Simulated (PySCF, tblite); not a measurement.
# C₄H₂F₃NO: a rotation path, then NMR shifts on frames

Aim: move C₄H₂F₃NO (`N#C/C=C(\F)OC(F)F`) away from its starting geometry and see how NMR shifts follow the geometry.

The runs use tblite 0.8.0 and PySCF 2.14.0, with density-fitted response routines of our own; the level of theory stands in each step. All values are computed, except where a source is named. Atoms count from 0, in the outputs and in this text.

**1. Starting geometry**

11 atoms, charge 0, multiplicity 1; geometry from: GFN2-xTB.

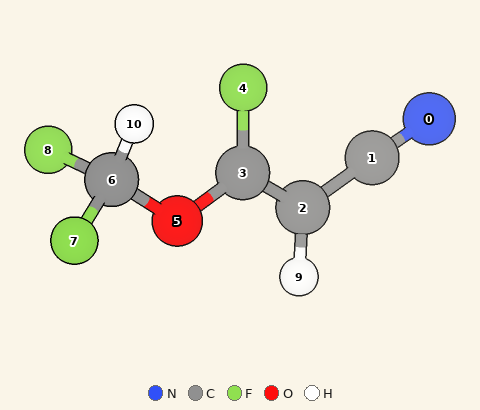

As it starts; nitrogen blue, carbon grey, fluorine green, oxygen red, hydrogen white, atoms numbered.

**2. The rotation path with GFN2-xTB**

What the job is given:

```
{"job": {"kind": "neb", "xc": "GFN2-xTB", "basis": "xTB", "atoms": [7, 6, 5, 3], "turn": 120}, "charge": 0, "multiplicity": 1}
N      3.790009     0.064408    -0.693478
C      2.730773    -0.276832    -0.423719
C      1.442746    -0.726237    -0.080389
C      0.350851     0.017216    -0.252705
F      0.390293     1.245734    -0.772178
O     -0.881291    -0.403443     0.102423
C     -1.982325     0.341105    -0.238335
F     -2.971782    -0.028491     0.574109
F     -2.373497     0.049852    -1.493708
H      1.351508    -1.714207     0.341229
H     -1.841860     1.433566    -0.164560
```

With the program's defaults for keys left out, this is: GFN2-xTB climbing-image nudged elastic band, gas phase.

The run is started by

```sh
$ OMP_NUM_THREADS=1 python probes_run.py task.json out
```

One launch serves the whole session: the jobs run in the order shown.

Standard output:

```text
image   E - E0 / eV
  0      -0.0000
  1       0.0020
  2       0.0048
  3       0.0074
  4       0.0085
  5       0.0078
  6       0.0058
  7       0.0045
  8       0.0002
```

Wall time 2.6 s (1 thread of Arm Neoverse V1, shared host); peak memory 0.19 GiB.

The final band, with the dihedral F7–C6–O5–C3:

```tsv
image	dihedral (°)	energy (eV)	energy (kcal/mol)
0	-160	0.000	0.0
1	-153	0.002	0.0
2	-143	0.005	0.1
3	-133	0.007	0.2
4	-123	0.009	0.2
5	-112	0.008	0.2
6	-102	0.006	0.1
7	-92	0.004	0.1
8	-83	0.000	0.0
```

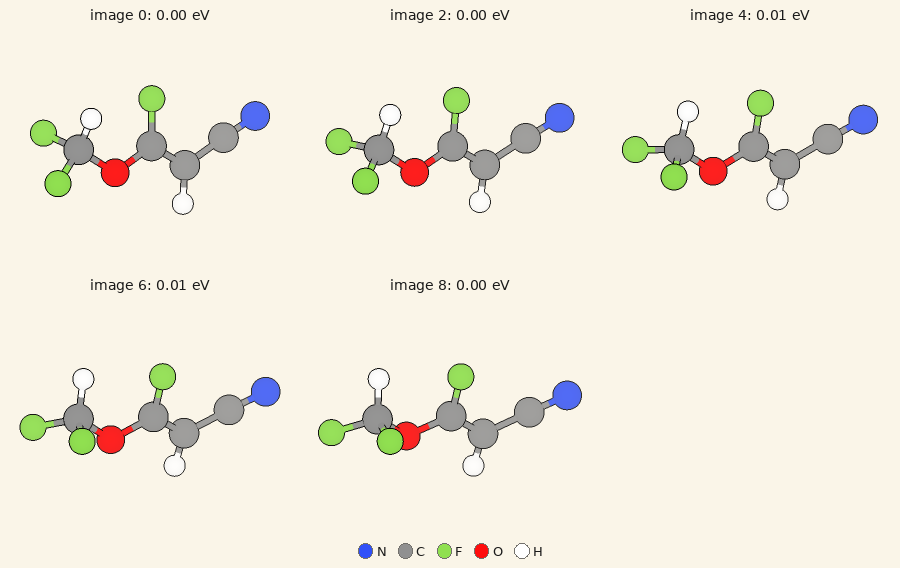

Images along the band.

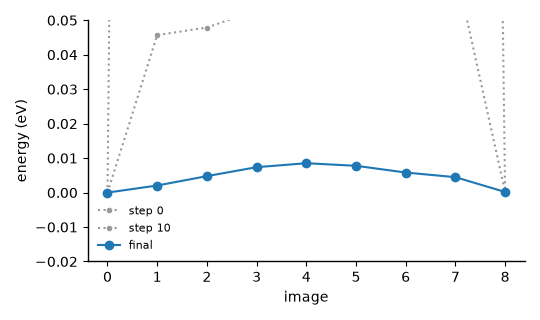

Energy along the band, early and final.

**3. Nuclear shieldings: image 0, PBE0/pcSseg-1**

What the job is given:

```
{"job": {"kind": "nmr", "xc": "PBE0", "basis": "pcSseg-1", "pop": false}, "charge": 0, "multiplicity": 1}
N      3.790000     0.064400    -0.693500
C      2.730800    -0.276800    -0.423700
C      1.442700    -0.726200    -0.080400
C      0.350900     0.017200    -0.252700
F      0.390300     1.245700    -0.772200
O     -0.881300    -0.403400     0.102400
C     -1.982300     0.341100    -0.238300
F     -2.971800    -0.028500     0.574100
F     -2.373500     0.049900    -1.493700
H      1.351500    -1.714200     0.341200
H     -1.841900     1.433600    -0.164600
```

Level: GIAO PBE0/pcSseg-1 NMR shielding, non-relativistic, gas phase.

Standard output:

```text
coarse grid: 10992 points
cycle   1  E = -582.1394113651  dE =  1.748e+00  |g| = 1.049e+00  |ddm| = 3.168e+00
cycle   2  E = -581.7205080692  dE =  4.189e-01  |g| = 1.788e+00  |ddm| = 1.871e+00
cycle   3  E = -582.3287564197  dE = -6.082e-01  |g| = 3.238e-01  |ddm| = 1.416e+00
cycle   4  E = -582.3485202055  dE = -1.976e-02  |g| = 1.055e-01  |ddm| = 2.677e-01
cycle   5  E = -582.3504756236  dE = -1.955e-03  |g| = 4.018e-02  |ddm| = 9.093e-02
cycle   6  E = -582.3508188361  dE = -3.432e-04  |g| = 8.068e-03  |ddm| = 3.297e-02
cycle   7  E = -582.3508309249  dE = -1.209e-05  |g| = 2.468e-03  |ddm| = 6.220e-03
cycle   8  E = -582.3508321786  dE = -1.254e-06  |g| = 4.584e-04  |ddm| = 1.822e-03
final grid: 112592 points
cycle   9  E = -582.4321362037  dE = -3.866e-05  |g| = 9.701e-03  |ddm| = 2.524e-02
cycle  10  E = -582.4321192205  dE =  1.698e-05  |g| = 1.403e-02  |ddm| = 1.246e-02
cycle  11  E = -582.4321523252  dE = -3.310e-05  |g| = 1.193e-03  |ddm| = 7.562e-03
cycle  12  E = -582.4321525843  dE = -2.592e-07  |g| = 4.410e-04  |ddm| = 1.019e-03
cycle  13  E = -582.4321526153  dE = -3.100e-08  |g| = 1.599e-04  |ddm| = 3.417e-04
cycle  14  E = -582.4321526191  dE = -3.794e-09  |g| = 9.805e-05  |ddm| = 1.508e-04
cycle  15  E = -582.4321526210  dE = -1.923e-09  |g| = 1.116e-05  |ddm| = 7.200e-05
cycle  16  E = -582.4321526211  dE = -2.001e-11  |g| = 5.253e-06  |ddm| = 1.100e-05
converged SCF energy = -582.4321526211

GIAO shielding tensors (ppm)
atom      isotropic    diamagn.    paramagn.     s11        s22        s33       span
  0 N      -62.669     338.947    -401.617   -232.705   -189.478    234.175    466.880
  1 C       71.547     257.521    -185.974    -43.501    -35.713    293.856    337.357
  2 C      122.494     253.949    -131.455     61.907    144.024    161.551     99.645
  3 C       12.028     250.363    -238.336    -87.489     60.256     63.317    150.806
  4 F      248.810     474.489    -225.679    155.252    276.228    314.950    159.698
  5 O      142.367     400.357    -257.990     96.177    157.421    173.503     77.326
  6 C       67.307     237.096    -169.789     48.988     69.584     83.349     34.361
  7 F      282.348     467.929    -185.581    187.653    312.904    346.488    158.835
  8 F      258.403     470.350    -211.947    169.735    266.550    338.924    169.188
  9 H       27.248      28.529      -1.281     22.803     28.937     30.003      7.199
 10 H       24.541      27.328      -2.788     21.138     25.011     27.472      6.334
```

Run time: 21 s. Hardware: 1 thread of Arm Neoverse V1, shared host; peak memory 0.74 GiB.

Shifts follow as δ = σ(reference) − σ, with reference shieldings (ppm) from runs at the same level and on the same kind of geometry: 1H TMS 31.72, 13C TMS 186.9, 19F CFCl3 170.9, 15N NH3 267.7, 17O H2O 336.1. The references are single molecules in the gas phase, so shifts against H2O, NH3, PH3, H3PO4 or CFCl3 are not on the usual liquid scales and can be off by tens of ppm. Each atom is listed at this fixed geometry, with no averaging over motion; a spectrum would average atoms that exchange fast.

```tsv
atoms	environment	σ (ppm)	δ (ppm)
C3	alkene carbon bearing oxygen	12.0	174.9
C6	sp3 CH bonded to 2 F and O	67.3	119.6
C1	nitrile carbon	71.5	115.4
C2	β carbon of an enol-ether or enamine type C=C	122.5	64.4
H10	hydrogen on an sp3 CH bonded to 2 F and O	24.54	7.18
H9	hydrogen on a β carbon of an enol-ether or enamine type C=C	27.25	4.47
N0	nitrile nitrogen	-62.7	330.4
F4	vinylic fluorine	248.8	-77.9
F8	fluorine of a CF2 group	258.4	-87.5
F7	fluorine of a CF2 group	282.3	-111.4
O5	ether oxygen	142.4	193.7
```

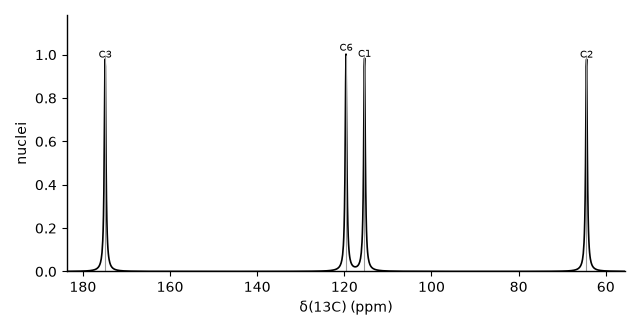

13C lines at the computed shifts, without couplings. Lines are broadened to a width of 0.44 ppm (Lorentzian).

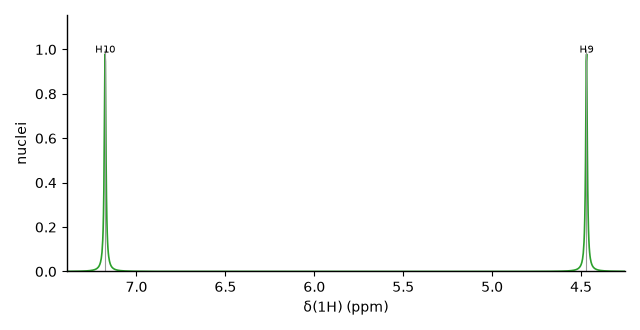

1H lines at the computed shifts, without couplings. Lines are broadened to a width of 0.01 ppm (Lorentzian).

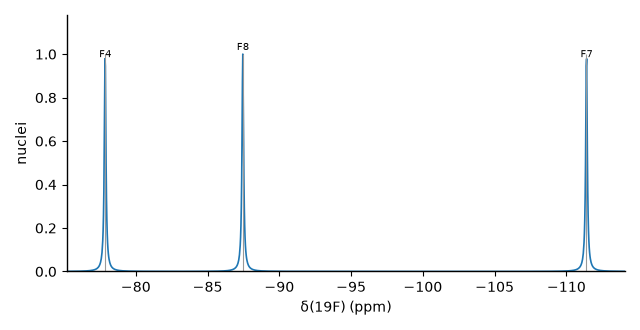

19F lines at the computed shifts, without couplings. Lines are broadened to a width of 0.13 ppm (Lorentzian).

The fields below are evaluated on a grid from the run's orbitals.

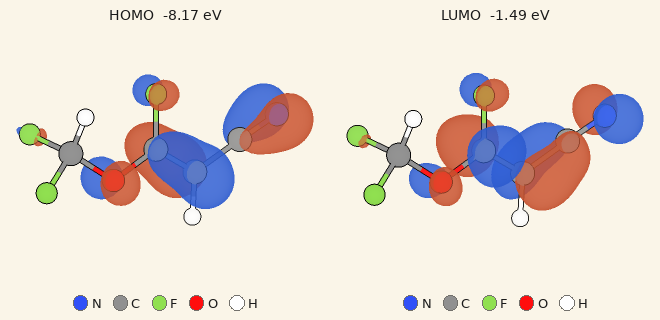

Frontier orbitals at PBE0/pcSseg-1; each surface holds 70 % of the orbital's density, blue and red mark the sign.

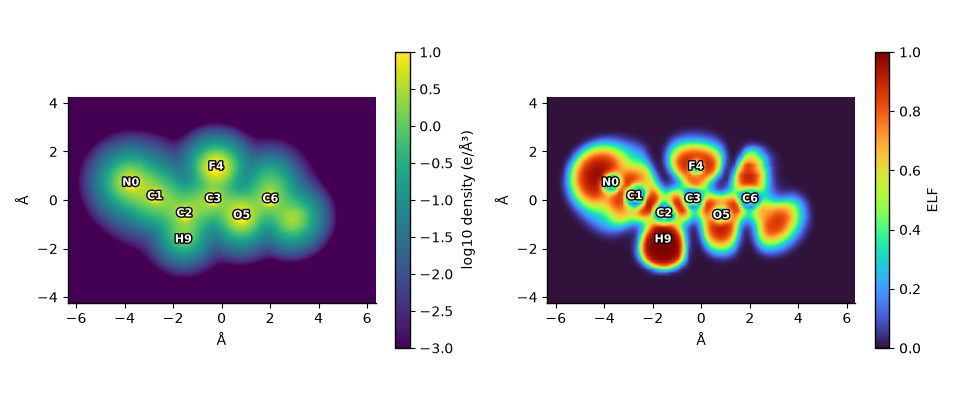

Density (left) and ELF (right) in a plane through or near 8 of the atoms.

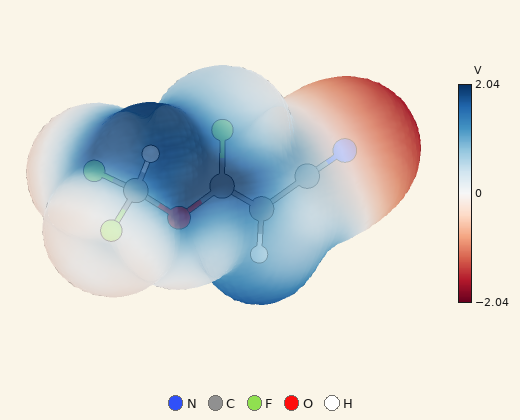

The potential that a unit positive charge feels on the 0.002 e/bohr³ surface, from the 1st to the 99th percentile, from -1.68 V near N0 to 2.04 V near H10.

**4. Shielding tensors: image 2, PBE0/pcSseg-1**

What the job is given:

```
{"job": {"kind": "nmr", "xc": "PBE0", "basis": "pcSseg-1", "pop": false}, "charge": 0, "multiplicity": 1}
N      3.808000     0.122000    -0.544700
C      2.739800    -0.254200    -0.375700
C      1.442100    -0.745500    -0.142000
C      0.355600     0.016600    -0.256200
F      0.418300     1.296700    -0.630100
O     -0.885300    -0.431300     0.027900
C     -1.987700     0.329400    -0.265600
F     -2.878600     0.157600     0.715000
F     -2.559100    -0.117600    -1.399600
H      1.339000    -1.777900     0.150800
H     -1.786700     1.406900    -0.381300
```

With the program's defaults for keys left out, this is: GIAO PBE0/pcSseg-1 NMR shielding, non-relativistic, gas phase.

Standard output:

```text
coarse grid: 10992 points
cycle   1  E = -582.1394277779  dE =  1.745e+00  |g| = 1.049e+00  |ddm| = 3.168e+00
cycle   2  E = -581.7189603429  dE =  4.205e-01  |g| = 1.790e+00  |ddm| = 1.871e+00
cycle   3  E = -582.3290642783  dE = -6.101e-01  |g| = 3.231e-01  |ddm| = 1.415e+00
cycle   4  E = -582.3486933848  dE = -1.963e-02  |g| = 1.060e-01  |ddm| = 2.674e-01
cycle   5  E = -582.3506747472  dE = -1.981e-03  |g| = 4.007e-02  |ddm| = 9.096e-02
cycle   6  E = -582.3510160488  dE = -3.413e-04  |g| = 8.047e-03  |ddm| = 3.279e-02
cycle   7  E = -582.3510280649  dE = -1.202e-05  |g| = 2.464e-03  |ddm| = 6.201e-03
cycle   8  E = -582.3510293158  dE = -1.251e-06  |g| = 4.512e-04  |ddm| = 1.814e-03
final grid: 112592 points
cycle   9  E = -582.4315157443  dE = -3.633e-05  |g| = 9.704e-03  |ddm| = 2.438e-02
cycle  10  E = -582.4314985909  dE =  1.715e-05  |g| = 1.405e-02  |ddm| = 1.252e-02
cycle  11  E = -582.4315319031  dE = -3.331e-05  |g| = 1.214e-03  |ddm| = 7.652e-03
cycle  12  E = -582.4315321744  dE = -2.713e-07  |g| = 4.497e-04  |ddm| = 1.048e-03
cycle  13  E = -582.4315322071  dE = -3.272e-08  |g| = 1.663e-04  |ddm| = 3.503e-04
cycle  14  E = -582.4315322112  dE = -4.163e-09  |g| = 9.971e-05  |ddm| = 1.568e-04
cycle  15  E = -582.4315322132  dE = -1.988e-09  |g| = 1.071e-05  |ddm| = 7.316e-05
cycle  16  E = -582.4315322132  dE = -1.899e-11  |g| = 4.981e-06  |ddm| = 1.043e-05
converged SCF energy = -582.4315322132

GIAO shielding tensors (ppm)
atom      isotropic    diamagn.    paramagn.     s11        s22        s33       span
  0 N      -62.671     338.941    -401.612   -232.734   -189.874    234.593    467.327
  1 C       71.521     257.565    -186.044    -43.481    -35.789    293.834    337.315
  2 C      122.571     253.953    -131.383     62.590    143.840    161.282     98.691
  3 C       12.436     250.320    -237.883    -87.056     61.241     63.124    150.180
  4 F      252.420     474.525    -222.105    155.440    277.637    324.181    168.741
  5 O      142.947     400.434    -257.486     94.318    156.483    178.040     83.722
  6 C       67.743     237.901    -170.158     48.556     69.721     84.954     36.398
  7 F      277.723     468.483    -190.760    180.319    310.121    342.729    162.410
  8 F      261.566     469.337    -207.771    169.220    278.492    336.986    167.767
  9 H       27.243      28.481      -1.238     22.767     28.952     30.010      7.243
 10 H       24.504      27.576      -3.072     20.976     25.107     27.429      6.453
```

Wall time 16 s (1 thread of Arm Neoverse V1, shared host); peak memory 0.76 GiB.

In short: δ C3 174.5, C6 119.2, C1 115.4, C2 64.4, H10 7.21, H9 4.47 ppm.

[end of part 1 of 2]
